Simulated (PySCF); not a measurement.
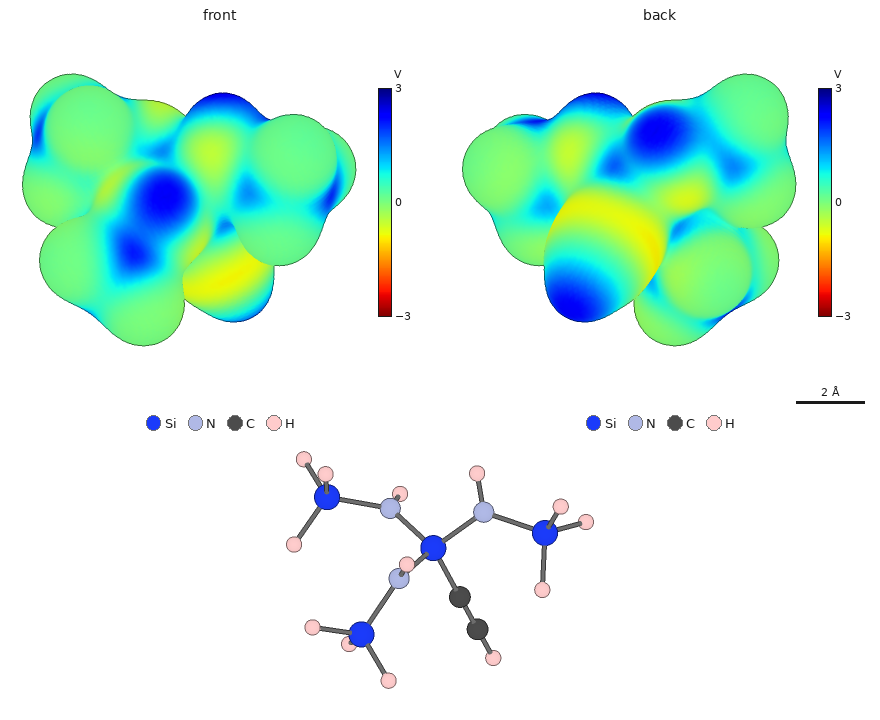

Figure. C$_{2}$H$_{13}$N$_{3}$Si$_{4}$. The electrostatic potential painted on the density surface at 0.004 e/bohr³, seen from the front and from behind; the colour scale runs from red (negative) to blue (positive). The bare structure is drawn below in the same view.

Geometry: PBE0-D3(BJ)/def2-SVP.

Method: PySCF 2.14.0, PBE0/pcSseg-1, SCF density, gas phase, non-relativistic.

The calculation's input:

```
{"job": {"kind": "nmr", "xc": "PBE0", "basis": "pcSseg-1"}, "charge": 0, "multiplicity": 1}
Si     0.402728    -0.718041    -2.613128
N     -0.397196     0.056153    -1.268082
Si    -0.010579    -0.028813     0.418531
N      1.209993     1.156293     0.711378
Si     1.738220     2.318517    -0.479779
N     -1.408188     0.298747     1.383646
Si    -2.693188    -0.785978     1.841598
C      0.608825    -1.714261     0.823798
C      1.017155    -2.829036     1.093660
H     -0.342860    -1.916787    -3.111514
H      1.754830    -1.142826    -2.152397
H      0.534481     0.236595    -3.756883
H     -1.291574     0.499695    -1.461263
H      1.738058     1.116632     1.577771
H      2.759242     3.181855     0.190015
H      2.369116     1.695620    -1.684555
H      0.616472     3.186473    -0.951583
H     -1.406216     1.222860     1.807156
H     -4.010721    -0.081029     1.760184
H     -2.555066    -1.312918     3.236174
H     -2.681583    -1.933140     0.889059
H      1.373296    -3.816340     1.329365
```

Launched as:

```sh
OMP_NUM_THREADS=1 python cluster_run.py task.json out
```

### Describe the electrostatic potential map.

The most negative region (about −0.9 V) lies over C8 and C9, the most positive (about +2.3 V) over H13, H14, H18 and H22.
